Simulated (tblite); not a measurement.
Frequency calculation, with input and output: C7H11FGe

- system: C7H11FGe
- method: GFN2-xTB harmonic vibrations, gas phase (tblite 0.8.0)

It belongs to a series of runs on one base structure; here: C replaced by Ge.

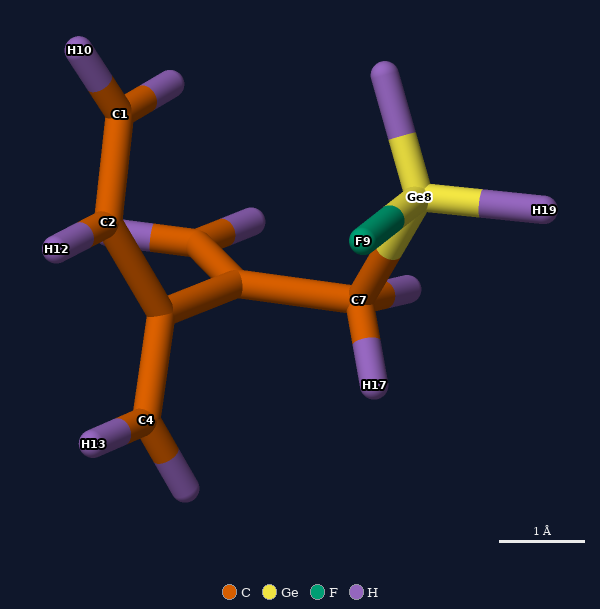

The structure as given in the input (stick view, seen at a tilt; atoms are numbered from 1 in the order of the input). Sticks mark near contacts. Bond lengths as drawn: C–C 1.33 to 1.49 Å, C–Ge 1.99 Å, C–H 1.08 to 1.09 Å, F–Ge 1.75 Å and Ge–H 1.51 Å.

Results in brief:

| quantity | value |
| --- | --- |
| outcome | converged |
| total energy | −740.4247 eV |
| zero-point energy | 93.0590 kcal/mol |
| hardware | 1 CPU thread, shared host |
| wall time | 3 s |
| peak memory | 0.18 GiB |

The input:
```
{"job": {"kind": "ir", "xc": "GFN2-xTB", "basis": "xTB"}, "charge": 0, "multiplicity": 1}
C      1.291238    -1.764788     0.608696
C      1.532764    -0.487359     0.880637
C      0.965034     0.645199     0.162613
C      1.246939     1.899223     0.516795
C      0.029410     0.368933    -0.956033
C      0.445521    -0.131176    -2.110448
C     -1.406475     0.673292    -0.674271
Ge    -2.187180    -0.515385     0.719886
F     -1.456779    -0.059117     2.244078
H      1.734512    -2.557329     1.186781
H      0.655878    -2.063304    -0.211092
H      2.184926    -0.222682     1.702638
H      1.912319     2.119960     1.334215
H      0.833589     2.744333    -0.008072
H     -0.234125    -0.332431    -2.922363
H      1.485729    -0.343726    -2.288777
H     -1.503842     1.690124    -0.285543
H     -2.002439     0.592314    -1.583699
H     -3.646621    -0.256591     1.018901
H     -1.885549    -1.988811     0.662023
```

The first line tells a small driver script what to run in tblite; the rest is the geometry in Å.

Launch command:
```bash
OMP_NUM_THREADS=1 python <driver script> task.json out
```

Output:
```
mode    cm-1     km/mol
  1      26.9      2.61
  2      37.1      0.21
  3      58.2      2.47
  4     115.1      0.33
  5     134.8      5.06
  6     138.7      5.12
  7     180.1      0.63
  8     250.9      4.15
  9     299.1      0.05
 10     363.4      4.85
 11     417.8     43.52
 12     459.3      3.33
 13     474.5    115.70
 14     501.3      9.93
 15     519.2     18.18
 16     579.1     19.52
 17     627.8     18.98
 18     661.3    102.33
 19     701.6      7.06
 20     719.4     32.18
 21     748.5      3.53
 22     755.0     12.79
 23     786.0    234.79
 24     798.5     68.34
 25     882.1     37.50
 26     888.4     13.81
 27     892.8      5.28
 28     920.6      3.16
 29     958.8      4.83
 30    1008.0     18.14
 31    1016.6      6.86
 32    1082.3      4.32
 33    1170.5     46.28
 34    1189.2      1.99
 35    1282.6      0.78
 36    1313.5      8.45
 37    1396.9      0.54
 38    1405.0      2.44
 39    1414.0      0.16
 40    1426.6      1.37
 41    1654.1      3.69
 42    1663.6      1.85
 43    1708.2     17.29
 44    1881.8    309.96
 45    1962.5    477.99
 46    2938.8     15.59
 47    2971.3     29.68
 48    3058.1     21.77
 49    3080.6     29.61
 50    3095.3     26.32
 51    3100.8     16.67
 52    3124.7     28.19
 53    3126.6     70.14
 54    3127.8     14.22
```

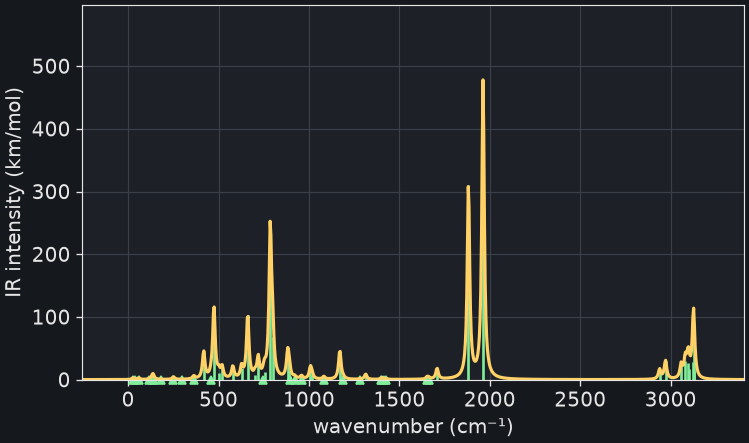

Harmonic infrared spectrum, unscaled: sticks (degenerate modes added up, dark ones marked on the axis) with a Lorentzian envelope of 16 cm⁻¹ full width, scaled to the tallest stick. 54 modes from 27 to 3128 cm⁻¹, none imaginary. The strongest line is at 1962 cm⁻¹ (478 km/mol).
